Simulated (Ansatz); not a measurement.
## Electronic structure of Al2Br2H4 in real space

Input

```
crystal:
  periodic: [false, false, false]
  atoms:
    - symbol: Al
      position_ang: [0.870194, 0.681121, -2.162161]
    - symbol: Al
      position_ang: [0.725709, 1.428393, 0.309475]
    - symbol: Br
      position_ang: [2.361746, 0.809134, 1.714971]
    - symbol: Br
      position_ang: [-1.033341, 2.667631, 0.946369]
    - symbol: H
      position_ang: [-0.331893, 1.172707, -3.057321]
    - symbol: H
      position_ang: [1.387352, 2.029754, -1.162751]
    - symbol: H
      position_ang: [2.142705, -0.184544, -2.507577]
    - symbol: H
      position_ang: [0.209149, 0.091240, -0.645454]
basis:
  gaussian:
    orbitals: def2-TZVPD
hamiltonian:
  xc: pbe0
output:
  forces: true
  orbitals: {seedname: orbitals}
```

Launched as:

```sh
ansatz run input.yaml --threads 2 --pin off --max-ram 5220MiB --events-out events.jsonl --progress --plain --runs-dir runs
```

Geometry: PBE0-D4/def2-SVP.

Method: isolated molecule in a Gaussian basis; Kohn-Sham density functional theory, functional PBE0 (Ansatz).

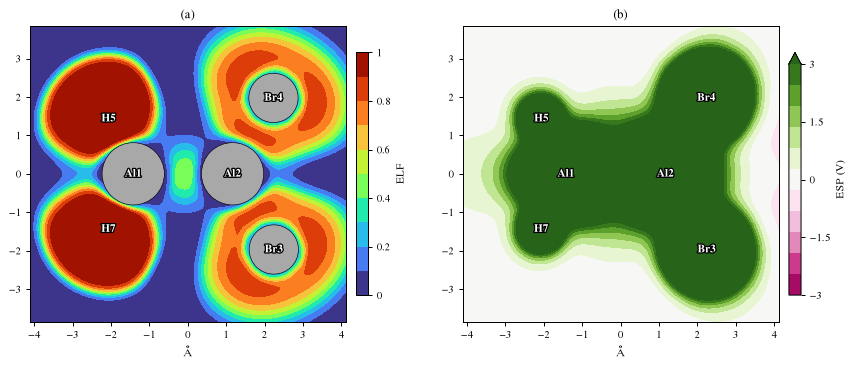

Figure 1. (a) electron localisation function; (b) molecular electrostatic potential on the plane of atoms H5, Al1 and H7. Grey discs cover the atomic cores in the ELF map.

> What does the map show?

Atoms in the plane: Al, Br and H. Al–Br (2.24 Å): the ELF peaks at about 0.85 in the valence shell of Br, 1.1 Å from its nucleus, and is about 0.85 at the midpoint. Al–Al (2.59 Å): the ELF is about 0.50 at the midpoint. Al–H (1.58 Å): the ELF climbs to about 1 towards the hydrogen. The ELF also peaks beside Br3 and Br4, away from the bonds: lone-pair regions. Outside the dense part of the molecule the potential is most negative (−0.3 V) near Br3 and Br4.

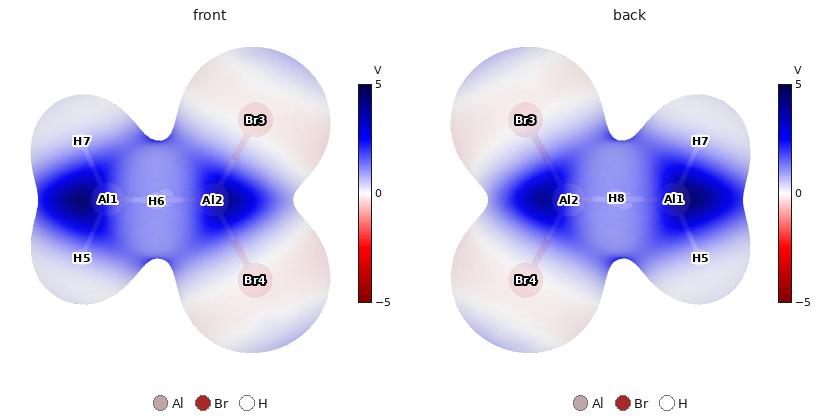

Figure 2. The electrostatic potential painted on the density surface at 0.004 e/bohr³, seen from the front and from behind; the colour scale runs from red (negative) to blue (positive).

> Which sites attract a positive test charge, and which a negative one?

A positive charge is drawn to the negative regions and a negative charge to the positive ones. The most negative region (about −0.2 V) lies over Br3 and Br4, the most positive (about +4.2 V) over Al1. Br3 shows a σ-hole: about +0.5 V at the tip opposite its bond, against about −0.1 V on its flanks. Br4 shows a σ-hole: about +0.6 V at the tip opposite its bond, against about −0.1 V on its flanks.

> What dipole moment does the calculation give?

Its dipole moment is 1.66 D.

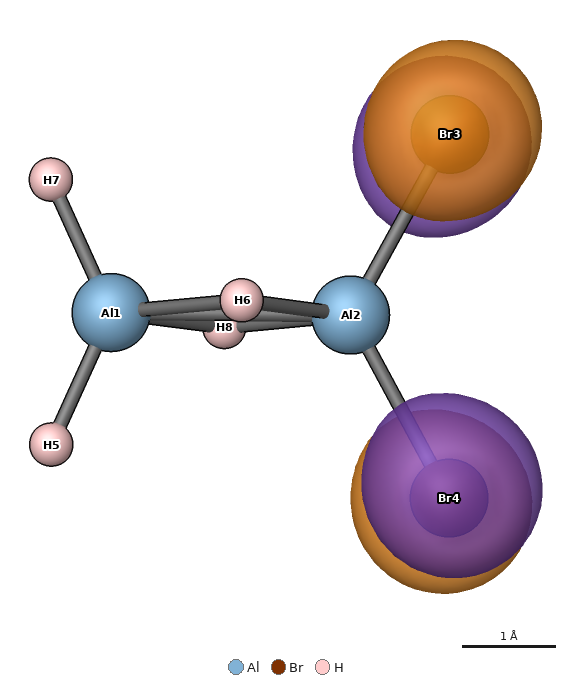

Figure 3. The HOMO−1 at ±0.15 Å⁻³ᐟ² (orange and purple are the two phases), seen across its widest extent.

> Describe this orbital and give its energy.

Its weight (Hirshfeld) is mainly on Br4 (about 45 %) and Br3 (about 45 %); largely a combination of lone pairs on Br4 and Br3. Its energy is −8.82 eV.

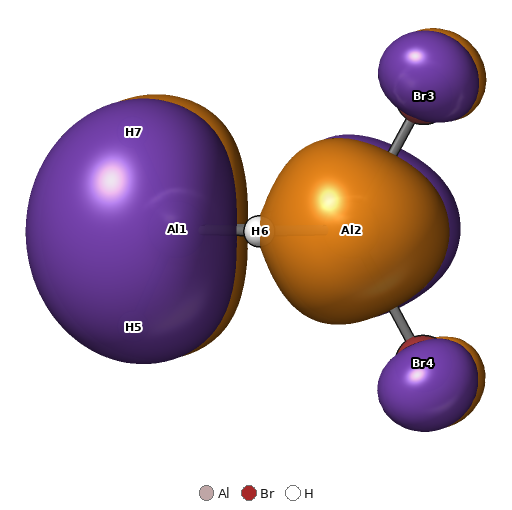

Figure 4. The LUMO at ±0.06 Å⁻³ᐟ² (orange and purple are the two phases), seen across its widest extent.

> Where does this orbital lie, and at what energy?

Its weight (Hirshfeld) is mainly on Al1 (about 50 %) and Al2 (about 20 %). Its energy is −1.25 eV.
